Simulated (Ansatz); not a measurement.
## Lattice dynamics of (ZnSe)2(BeTe)1 [001] superlattice, started as zinc blende

Wanted: vibrations and spectra of (ZnSe)2(BeTe)1 [001] superlattice, started as zinc blende; the cell is already relaxed.

Method: DFT PBE, scalar-relativistic, plane waves, PAW, in Ansatz 0.2.0.

The structure was built from a prototype and need not be the compound's stable phase.

**1. Set-up**

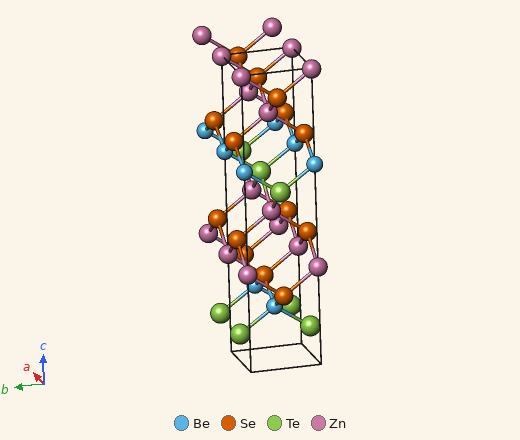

Start, viewed from a free direction; beryllium blue, selenium orange, tellurium green, zinc pink. 2×1×1 cells are drawn. This picture shows the conventional cell, with its axes. Some periodic images of atoms are drawn too.

**2. Zone-centre response**

The cell comes from relaxations at this level that are not shown. The zone centre is the only wavevector solved here; it holds the modes that light can see, as far as symmetry allows. No field response is asked.

The input, input.yaml:

```yaml
crystal:
  lattice:
    - [2.8543723049, 2.8543723049, 0.0]
    - [-2.8385553769, 2.8385553769, 0.0]
    - [2.8464638409, 0.007908464, 8.6083080348]
  atoms:
    - { symbol: Be, position: [0.6748361077, 0.3251638923, 0.6503277846] }
    - { symbol: Se, position: [0.4126811844, 0.0873188156, 0.1746376313] }
    - { symbol: Se, position: [0.743750737, 0.756249263, 0.512498526] }
    - { symbol: Te, position: [0.094148181, 0.405851819, 0.811703638] }
    - { symbol: Zn, position: [-0.0037028588, 0.0037028588, 0.0074057176] }
    - { symbol: Zn, position: [0.3282866487, 0.6717133513, 0.3434267026] }
kpoints:
  mp_grid: { grid: [8, 8, 8] }
hamiltonian:
  xc: pbe
scf:
  occupations: { method: fixed }
output:
  eigenvalues: true
phonons:
  method: dfpt
```

Launch:

```console
ansatz run input.yaml --threads 8 --pin off --max-ram 14336MiB --backend cpu --events-out ev --progress --plain --runs-dir out
```

Numbers of over 12 decimals in the logs are rounded to 6 here.

Output:

```text
Warning: crystal.symmetry: narrowed to the stabiliser of the run's FFT grids — unitary ops 4 → 1. A phonons.method: dfpt run fills in the rows of the dynamical matrix that it does not solve by its symmetry operations, which is exact only for operations that map its FFT grids onto themselves: filled in by any other, the frequencies could depend on the order in which like atoms are typed, or, by more than the grids' own error, on where the crystal sits among the grids' points. Excluded: 3 operations. The run can therefore solve more perturbations, solve them on more k-points, or both, and cost more. [rest of the remark cut]
Engine: ansatz 0.2.0, aarch64-unknown-linux-gnu
Pseudopotentials: kind: paw
Pseudopotential: Be, paw, valence charge 2, recommended cutoff 420 eV (normal), Be.paw.azcp
Pseudopotential: Se, paw, valence charge 16, recommended cutoff 420 eV (normal), Se.paw.azcp
Pseudopotential: Te, paw, valence charge 16, recommended cutoff 420 eV (normal), Te.paw.azcp
Pseudopotential: Zn, paw, valence charge 12, recommended cutoff 420 eV (normal), Zn.paw.azcp
Functional definition: PBE
  parameter kappa = 0.804
  parameter beta = 0.066725
  exchange = pbe_x(kappa = kappa, mu = beta*pi^2/3)
  correlation = pbe_c(beta = beta)
Crystal: 6 atoms, lattice volume = 139.494 Å³
Basis set: ecut = 420 eV, 2737 PW (Γ), exchange–correlation on 54×54×128 points (8 copies of the dense FFT grid, shifted against one another)
Bands: 45, of which v1, the nominal top of the filled ones, is band 37 counted from 1 (36 counted from 0)
Symmetry: 4 space group operations
k-points: 260 of 512 (irreducible under 1 space group operation, time reversal used)
Non-local potential: Be, projectors of the file, l = 0: 2, l = 1: 2, l = 2: 1
Non-local potential: Se, projectors of the file, l = 0: 2, l = 1: 2, l = 2: 3, l = 3: 1
Non-local potential: Te, projectors of the file, l = 0: 2, l = 1: 2, l = 2: 2, l = 3: 2
Non-local potential: Zn, projectors of the file, l = 0: 2, l = 1: 2, l = 2: 3, l = 3: 1
PAW form: soft (Blöchl's): semilocal exchange-correlation on the pseudo side does not see the compensation charge
PAW one-centre angular grid: Be, 110 points (default); XC on 64 Gauss nodes
PAW one-centre angular grid: Se, 590 points (default); XC on 64 Gauss nodes
PAW one-centre angular grid: Te, 590 points (default); XC on 64 Gauss nodes
PAW one-centre angular grid: Zn, 590 points (default); XC on 64 Gauss nodes
Initial density: superposition of atomic densities (neutral atoms: chi_scale 0, normalization atom), corrected by the library's trained network
Initial wavefunctions: pseudopotential atomic-orbital guess
Functional: x = pbe(κ = 0.804, μ = 0.219515), c = pbe(β = 0.066725)
SCF iter   1: F=—  HF=-24652.484372 eV  |F-HF|=—  |Δ(HF+E_count)|=         —  Δρ=8.70e-4  dr2=2.63e-3  ethr=1.77e-3  ⟨swp⟩=5.7  Hψ=43380  notcnv=0  defer=1493
preconditioner: auto → Resta (q_TF=auto, 2.455 Å⁻¹)  ε∞=5.0  [insulator: Δε(μ)=1.380 eV  Ē_g=10.415 eV  n_scr=42 (ndim 8)  ℏωp=20.9 eV  f_vac=0.076  ε∞_Penn≈5.0]
SCF iter   2: F=—  HF=-24652.483862 eV  |F-HF|=—  |Δ(HF+E_count)|=   5.10e-4  Δρ=5.28e-4  dr2=1.23e-3  ethr=3.55e-6  ⟨swp⟩=2.6  Hψ=21504  notcnv=0  defer=1560
SCF iter   3: F=—  HF=-24652.483727 eV  |F-HF|=—  |Δ(HF+E_count)|=   1.36e-4  Δρ=2.32e-4  dr2=9.93e-5  ethr=1.66e-6  ⟨swp⟩=2.2  Hψ=17733  notcnv=0  defer=1560
SCF iter   4: F=—  HF=-24652.483727 eV  |F-HF|=—  |Δ(HF+E_count)|=   1.87e-7  Δρ=1.44e-4  dr2=3.10e-5  ethr=1.34e-7  ⟨swp⟩=2.0  Hψ=20662  notcnv=0  defer=1522
SCF iter   5: F=—  HF=-24652.483724 eV  |F-HF|=—  |Δ(HF+E_count)|=   3.10e-6  Δρ=8.69e-5  dr2=1.23e-5  ethr=4.18e-8  ⟨swp⟩=2.0  Hψ=15982  notcnv=0  defer=1129
SCF iter   6: F=—  HF=-24652.483726 eV  |F-HF|=—  |Δ(HF+E_count)|=   1.87e-6  Δρ=3.05e-5  dr2=2.54e-6  ethr=1.66e-8  ⟨swp⟩=2.0  Hψ=17583  notcnv=0  defer=922
SCF iter   7: F=—  HF=-24652.483727 eV  |F-HF|=—  |Δ(HF+E_count)|=   1.55e-6  Δρ=1.10e-5  dr2=2.99e-7  ethr=3.44e-9  ⟨swp⟩=2.0  Hψ=20680  notcnv=0  defer=758
SCF iter   8: F=—  HF=-24652.483728 eV  |F-HF|=—  |Δ(HF+E_count)|=   3.70e-7  Δρ=4.83e-6  dr2=3.32e-8  ethr=4.04e-10  ⟨swp⟩=2.0  Hψ=16605  notcnv=0  defer=758
SCF iter   9: F=—  HF=-24652.483728 eV  |F-HF|=—  |Δ(HF+E_count)|=   3.30e-8  Δρ=3.55e-6  dr2=1.31e-8  ethr=4.48e-11  ⟨swp⟩=2.0  Hψ=16523  notcnv=0  defer=759
SCF iter  10: F=—  HF=-24652.483728 eV  |F-HF|=—  |Δ(HF+E_count)|=  9.31e-10  Δρ=7.14e-7  dr2=1.08e-9  ethr=1.78e-11  ⟨swp⟩=2.0  Hψ=15977  notcnv=0  defer=759
SCF iter  11: F=—  HF=-24652.483728 eV  |F-HF|=—  |Δ(HF+E_count)|=   1.46e-9  Δρ=2.77e-7  dr2=1.57e-10  ethr=1.46e-12  ⟨swp⟩=2.0  Hψ=19362  notcnv=0  defer=759
SCF iter  12: F=-24652.483728 eV  HF=-24652.483728 eV  |F-HF|=2.55e-11  |Δ(HF+E_count)|=  1.24e-10  Δρ=9.98e-8  dr2=1.79e-11  ethr=1.00e-12  ⟨swp⟩=14.2  Hψ=81454  notcnv=0
SCF 1 converged in 12 iterations: F = -24652.483728 eV  dr2 = 1.79e-11
  greatest PAW one-centre occupation: 1.000 electrons in one spin orbital (limit 2), on the Se atom at site 1 (counted from 0), in its partial waves of l = 2
DFPT response loops at Γ: preconditioner auto → Resta (q_TF=auto, 2.455 Å⁻¹)  ε∞=6.6 (no band partly filled); β = 1.00, the filter's whole step (`scf.mixing.beta` (0.50) is not read by the response loops at its default; to damp them type it under 1.00, their step now; it binds the ground state too); Broyden in place of MSR1
SCF converged after 12 iterations
Free energy (F): -24652.483728 eV
Harris-Foulkes:  -24652.483728 eV  (|F-HF|=2.55e-11)
Internal energy: -24652.483728 eV  (E = F + TS)
E sigma→0 (E₀):  -24652.483728 eV
Fermi energy:    6.927437 eV
--- Per-component energies (eV) ---
  E_band       = -1051.170953
  E_kinetic    = 697.914257
  E_local      = -10578.972847  (includes V_loc(G=0)·N_el)
  E_nonlocal   = -268.837300
  E_hartree    = 5130.587935
  E_xc         = -625.435962
  E_vxc        = -423.452451  (∫ρ·V_xc dr)
  E_paw        = -12201.295215  (= ΣΔE_a)
  E_vpaw       = -738.996338  (= ΣTr[D̂ρ^β])
  E_aug_tail   = -0.002106  (compensation charges beyond the density's cutoff)
  E_ewald      = -6806.442490
  E_smearing   = -0.000000  (= −TS)
  E_closure    = -0.000000  (closes the sum)
  Σ components = -24652.483728   (vs F -24652.483728, Δ=0.00e0)
--- Band table (eV; the first three rows and the last of 260) ---
  k-point 0: bands = [... 33 lower, 5.1729, 6.5008, 6.6558, 6.9274, 8.2945, 9.3944, 9.8945, 10.4931, ... 4 higher]
  k-point 1: bands = [... 33 lower, 5.2168, 6.2981, 6.6005, 6.8846, 8.4812, 9.3867, 9.9333, 10.4252, ... 4 higher]
  k-point 2: bands = [... 33 lower, 5.3260, 5.8549, 6.4505, 6.7754, 8.8192, 9.4373, 9.9750, 10.4173, ... 4 higher]
  k-point 259: bands = [... 33 lower, 3.9316, 4.0634, 4.4459, 4.5048, 9.3262, 9.5998, 10.7467, 10.9768, ... 4 higher]
--- Phonons (Γ-DFPT): 18 representative perturbations + reference, on 260 of 512 k-points (Σ response iterations 73) ---
  ASR residual: 1.230e-4 → 0.000e0 eV/Å²; symmetrization residual: 1.591e-6 eV/Å²
  The last average, over the group as it would stand without the narrowing to the FFT grids, took up to 1.346e-5 eV/Å² of the zone centre's force constants
  ASR residual per site (eV/Å²): 1.23e-4 4.61e-5 2.02e-5 1.83e-5 9.28e-6 3.30e-5
  Γ frequencies (cm⁻¹): 0.00 0.00 0.00 62.38 64.09 80.12 91.37 130.64 151.14 179.30 194.88 195.55 196.70 206.21 214.08 337.33 433.53 476.79
  non-analytic LO–TO correction: not included (Born effective charges unavailable; polar crystals: no LO–TO splitting at Γ)
```

The job ended after 15 min (8 threads of Arm Neoverse N1, shared host; peak memory 5.4 GiB; 1.9 h of CPU time).

In the SCF lines HF is the Harris–Foulkes energy and dr2 the Hartree energy of the density residual, in eV; the loop may stop once dr2 is under the threshold and the program's other checks hold. Hψ counts applications of the Hamiltonian.

This step gave:

| Property | Result |
| --- | --- |
| gap on the k-mesh | 1.367 eV |
| volume per atom | 23.25 Å³ |
| sum-rule residual before enforcement | 1.23e-4 eV/Å² |
| point group | mm2 |
| highest optical mode at the zone centre (no LO-TO term) | 476.8 cm⁻¹ |
| lowest optical zone-centre mode | 62.38 cm⁻¹ |

Without the LO-TO term. Patterns of degenerate modes are one choice out of their space. The modes at Γ (shares of kinetic energy by element, %):

```csv
mode,frequency (cm⁻¹),symmetry,Be %,Se %,Te %,Zn %
1,0.0,acoustic,2,37,30,31
2,0.0,acoustic,2,37,30,31
3,0.0,acoustic,2,37,30,31
4,62.4,B1,0,23,26,51
5,64.1,B2,1,36,10,53
6,80.1,B2,3,13,53,31
7,91.4,B1,8,74,2,15
8,130.6,A1,0,20,51,30
9,151.1,A1,1,72,5,22
10,179.3,B1,0,4,41,55
11,194.9,B2,0,53,2,45
12,195.6,B2,0,60,0,40
13,196.7,B1,0,52,1,47
14,206.2,A1,0,48,1,52
15,214.1,A1,0,22,12,66
16,337.3,B1,90,10,0,0
17,433.5,B2,94,1,5,0
18,476.8,A1,96,2,1,0
```

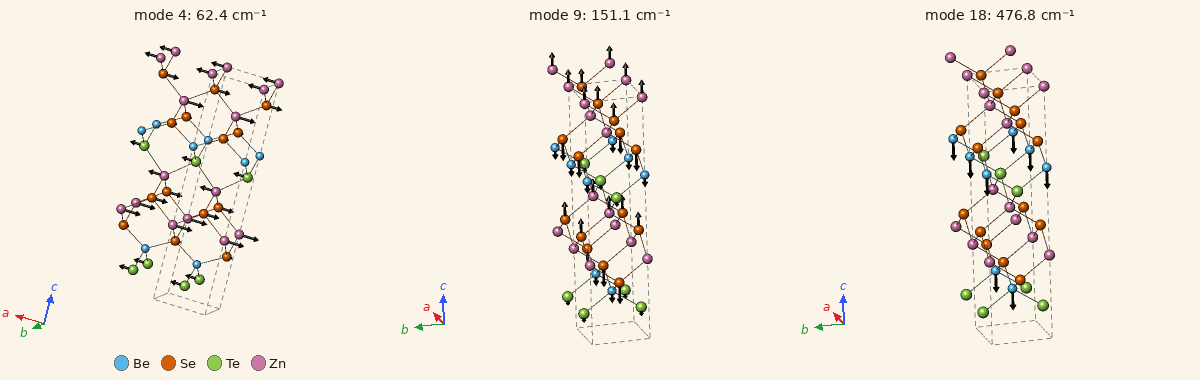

Displacement patterns of modes 4, 9 and 18 at Γ; arrows are exaggerated. 2×1×1 conventional cells are drawn. Some periodic images of atoms are drawn too.

Before it was imposed, the acoustic sum rule was missed by 1.2e-4 eV/Å². Small misses are needed for a sound result but don't prove that mesh and cutoff are converged. The lowest optical mode is real, 62.4 cm⁻¹.

**3. Another isotope, element Se, natural mass 78.971 amu**

An isotope changes the mass and not the force constants, so no new electronic calculation is needed; the shifts show which modes move this element.

The same force constants with the mass of Se changed from 78.971 to 81.917 u (phonopy, no LO-TO term). Both lists are sorted by frequency; levels can cross, so a row need not hold one and the same mode. Modes under 3 cm⁻¹ are left out. Isotope shifts, by row:

```csv
q,rank,natural mass (cm⁻¹),changed mass (cm⁻¹)
0 0 0,4,62.38,62.12
0 0 0,5,64.09,63.66
0 0 0,6,80.12,79.93
0 0 0,7,91.37,90.13
0 0 0,8,130.6,130.2
0 0 0,9,151.1,149.2
0 0 0,10,179.3,179.2
0 0 0,11,194.9,193
0 0 0,12,195.6,193.5
0 0 0,13,196.7,194.8
0 0 0,14,206.2,204.4
0 0 0,15,214.1,213.2
0 0 0,16,337.3,336.8
0 0 0,17,433.5,433.5
0 0 0,18,476.8,476.6
```

A mode of this element alone would shift by -1.81 %. The highest zone-centre frequency without the field goes from 476.8 to 476.6 cm⁻¹ (-0.0 %). The product of the frequency ratios over all optical modes at Γ is 0.915; the product rule, (m/m′)^(3k/2) (M′/M)^(3/2) with k = 2 such atoms and M the mass of the cell, gives 0.915.

**4. Isotope substitution, element Te, natural mass 127.6 amu**

The same for Te, from 127.60 to 129.91 u.

A mode of this element alone would shift by -0.89 %. The highest zone-centre frequency without the field goes from 476.8 to 476.7 cm⁻¹ (-0.0 %). The product of the frequency ratios over all optical modes at Γ is 0.981; the product rule, (m/m′)^(3k/2) (M′/M)^(3/2) with k = 1 such atoms and M the mass of the cell, gives 0.981.

**5. Isotope substitution, element Zn, natural mass 65.38 amu**

The same for Zn, from 65.38 to 67.92 u.

The same force constants with the mass of Zn changed from 65.380 to 67.925 u (phonopy, no LO-TO term). Both lists are sorted by frequency; levels can cross, so a row need not hold one and the same mode. Modes under 3 cm⁻¹ are left out. Isotope shifts, by row:

```csv
q,rank,natural mass (cm⁻¹),changed mass (cm⁻¹)
0 0 0,4,62.38,61.76
0 0 0,5,64.09,63.44
0 0 0,6,80.12,79.65
0 0 0,7,91.37,91.1
0 0 0,8,130.6,129.9
0 0 0,9,151.1,150.5
0 0 0,10,179.3,177.4
0 0 0,11,194.9,193.2
0 0 0,12,195.6,194.1
0 0 0,13,196.7,195
0 0 0,14,206.2,204.2
0 0 0,15,214.1,211.5
0 0 0,16,337.3,337.3
0 0 0,17,433.5,433.5
0 0 0,18,476.8,476.8
```

A mode of this element alone would shift by -1.89 %. The highest zone-centre frequency without the field goes from 476.8 to 476.8 cm⁻¹ (-0.0 %). The product of the frequency ratios over all optical modes at Γ is 0.908; the product rule, (m/m′)^(3k/2) (M′/M)^(3/2) with k = 2 such atoms and M the mass of the cell, gives 0.908.

**6. Results**

```
space group (within 0.01 Å)                             : Imm2
volume per atom                                         : 23.2 Å³
gap on the k-mesh                                       : 1.37 eV
highest optical mode at the zone centre (no LO-TO term) : 477 cm⁻¹
lowest optical zone-centre mode                         : 62.4 cm⁻¹
imaginary modes at Γ (the only wavevector solved)       : none
```

The structure is stable against zone-centre distortions, since no mode there is imaginary; other wavevectors were not solved, so zone-boundary instabilities are untested. Without the field, the optical modes at Γ span 62 to 477 cm⁻¹. No dispersion was computed. The highest mode in this list at Γ, 476.8 cm⁻¹, is mostly motion of Be (96 % of the kinetic energy). Spin-orbit coupling is left out, which can matter for the heavy elements here. The starting cell was built on a prototype and not taken from a measurement, so the phase need not exist. These are harmonic frequencies at zero temperature: anharmonic shifts, linewidths and thermal expansion are left out.

[Logs are printed without paths, hosts, clocks, repeated set-up lines and the standing remarks that a program may print on its own settings, such as how far it seeks lower states.]

[Hosts, paths, dates, database ids (printed as entryN), source tags and the programs' standing remarks are cut or masked in the printed files.]
